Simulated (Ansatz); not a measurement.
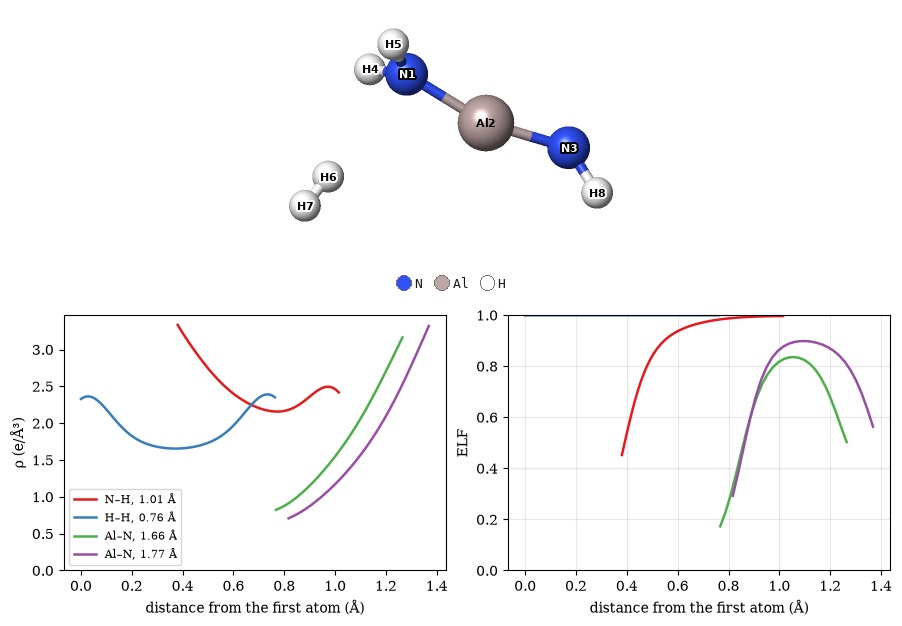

Figure 1: AlH$_{5}$N$_{2}$. Electron density and electron localisation function along straight lines between neighbouring atoms. The curves leave out the atomic cores. The structure is drawn too.

At this geometry the atoms fall into two loosely joined parts.

These are results of UKS B3LYP-D4/def2-SVP (Ansatz), not measurements.

```csv
atom,x (Å),y (Å),z (Å)
N,-0.7214,0.5890,-0.7421
Al,0.3181,-0.6372,-0.0115
N,1.1743,-2.0235,0.2993
H,-1.7244,0.6589,-0.5983
H,-0.4131,1.2807,-1.4186
H,-0.4135,2.4468,1.1255
H,-0.3442,2.9837,1.6628
H,1.7932,-2.3448,1.0359
```

Compare the contacts.

N–H (1.01 Å): the density is about 2.7 e/Å³ at the midpoint; the ELF climbs to about 1 towards the hydrogen, as it does in any bond to H (an ordinary covalent bond to hydrogen).
H–H (0.76 Å): ρ is about 1.7 e/Å³ halfway; the ELF peaks at about 1 between the atoms.
Al–N (1.66 Å): the density is about 0.94 e/Å³ at the midpoint; the ELF peaks at about 0.85 in the valence shell of N, 0.6 Å from its nucleus, and is about 0.40 at the midpoint.
Al–N (1.77 Å): the density is about 0.83 e/Å³ at the midpoint; the ELF peaks at about 0.90 in the valence shell of N, 0.7 Å from its nucleus, and is about 0.60 at the midpoint.
